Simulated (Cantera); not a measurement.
Input: 1 mol CF4, a varied amount of H2, at 1100 K and 0.990 bar.

Method: chemical equilibrium by Gibbs-energy minimisation in Cantera with the NASA 1993 tables (ideal gas, pure condensed phases). Candidate condensed phases: C, C6H6, C7H8, C8H18; 95 gas species. Gases not in the tables: C2F6 and larger saturated fluorocarbons. Equilibrium is a limit: real reactors are often held back by kinetics, nucleation or transport.

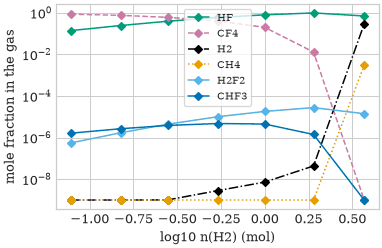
Figure. Equilibrium gas composition (values under 1e-9 drawn at 1e-9)

From 0.078 mol H2 to 3.7 mol H2 the condensed part is C(graphite). The main C-bearing gas is CF4 at 0.078 mol H2 and CH4 at 3.7 mol H2. The share of C in condensed phases is highest at 3.7 mol H2 (98.3 %) and lowest at 0.078 mol H2 (3.9 %).
